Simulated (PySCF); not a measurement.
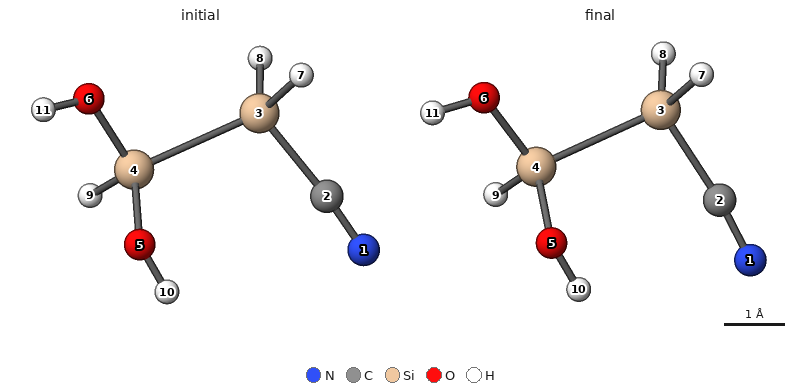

The structure of CH$_{5}$NO$_{2}$Si$_{2}$ before (left) and after (right) a relaxation, at one scale.

A ball-and-stick model, seen at a tilt.

The start comes from GFN2-xTB. Its atoms were then displaced at random by about 0.01 Å.

The calculation used PySCF 2.14.0, density-fitted response routines, PBE0-D3(BJ)/def2-SVP geometry optimisation, gas phase. 

### Describe what moved and what it gained.

Over 8 geometry steps the energy falls by 23.4 kJ/mol. N1 moves most after the best rigid fit: 0.28 Å. By element the largest moves are N 0.28 Å, H 0.23 Å, O 0.20 Å, C 0.14 Å, Si 0.08 Å. Some distances before and after: Si4–O6 1.598 → 1.653 Å, Si4–H9 1.456 → 1.497 Å, Si3–H8 1.458 → 1.491 Å, N1–C2 1.131 → 1.161 Å. Bond angles that change, for instance: C2–Si3–Si4 107.1° → 101.3°, Si4–O5–H10 122.9° → 118.1°, Si3–Si4–O6 102.4° → 106.8°.
